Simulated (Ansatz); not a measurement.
Consider BeSe in the zinc blende structure (space group F-43m, No. 216; a = 5.082 Å).

One thing is altered: an isotropic linear strain of +1.50 %, atoms relaxed at fixed cell.

The values are results of Ansatz (a program for electronic structure) LDA, no spin-orbit coupling, not measurements.

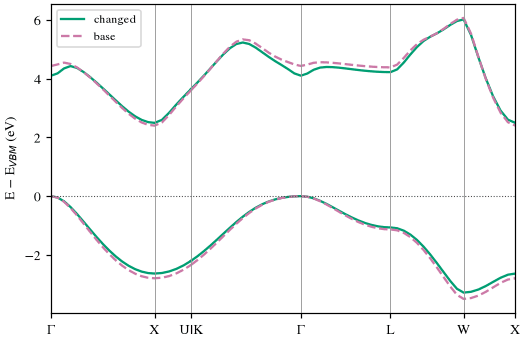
Highest valence and lowest conduction band along the path, each from its own valence-band maximum

### Question
Read the changed gap and its character from the plot.

### Answer
About 2.5 eV, indirect, Γ → X.

Stability against distortions was not tested.
